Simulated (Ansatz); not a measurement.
## Loss of H2: C2H10InN → C2H8InN + H2

Species: C2H10InN `C[NH+](C)[InH3-]`, singlet; C2H8InN `C[N](C)[InH2]`, singlet; H2 (hydrogen), singlet. 

Shapes, held fixed at every level: PBE0-D4/def2-TZVP. Programs: Ansatz 0.2.0. The zero-point and thermal change to 298 K, harmonic and unscaled (PBE0-D4/def2-TZVP), is -19.5 kJ/mol.

```csv
level,kind,ΔH(298 K) (kJ/mol),less CCSD(T)/def2-TZVPP
HF/def2-TZVPP,Hartree–Fock,+90.0,+12.8
SPW92/def2-TZVPP,LDA,+91.3,+14.1
wB97M-V/def2-TZVPP,range-separated hybrid,+83.5,+6.3
wB97X-V/def2-TZVPP,range-separated hybrid,+83.6,+6.4
CCSD/def2-SVP,coupled cluster or CI,+92.4,+15.2
CCSD/def2-TZVPP,coupled cluster or CI,+81.9,+4.7
CCSD(T)/def2-TZVPP,coupled cluster or CI,+77.2,0.0
```

The highest level, CCSD(T)/def2-TZVPP, gives ΔH(298 K) = +77.2 kJ/mol; the levels span +77.2 to +92.4. The column of differences is taken from that level and isn't an error. No measured value is set beside it here. For atoms past krypton def2 sets carry core potentials with scalar relativity. Outer-core shells of In are correlated in most correlated rows, in sets that cover them unevenly. CCSD(T)/def2-TZVPP lies outside the range of all other levels here, so it shouldn't be taken on trust.

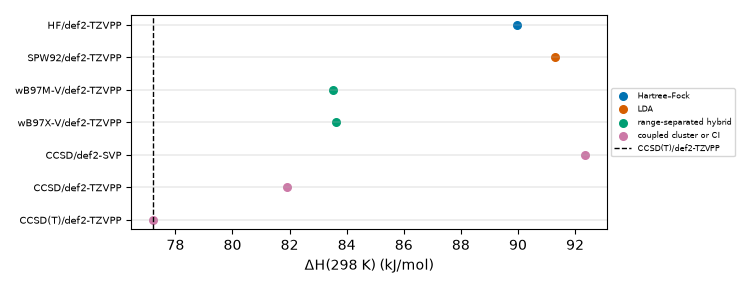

The values of the table, level by level.
